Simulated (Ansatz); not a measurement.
# Response to strain in Ru

The parent structure is Ru in the hcp (Mg type) structure (space group P6_3/mmc, No. 194; a = 2.691 Å, c = 4.249 Å; relaxed with 0.1 eV smearing). Axes: x lies along a and z along c of the hexagonal cell.

Strains are applied to the cell and any free atomic positions relax.

All numbers come from PBEsol (Ansatz, a quantum-chemistry and plane-wave program, PAW, no SOC).

Notes on the quantities. pressure: mean of the normal stresses, compression positive.

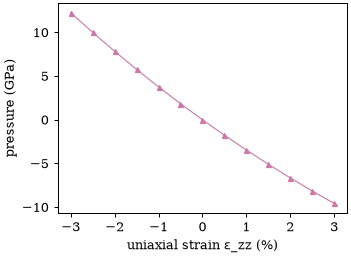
Pressure against uniaxial strain ε_zz

```csv
uniaxial strain ε_zz (%),pressure
-3,12.3 GPa
-2.5,10.0 GPa
-2,7.8 GPa
-1.5,5.8 GPa
-1,3.8 GPa
-0.5,1.8 GPa
0.5,-1.8 GPa
1,-3.5 GPa
1.5,-5.1 GPa
2,-6.7 GPa
2.5,-8.2 GPa
3,-9.6 GPa
```

No phonon test of stability was made. All final runs are without spin polarisation.
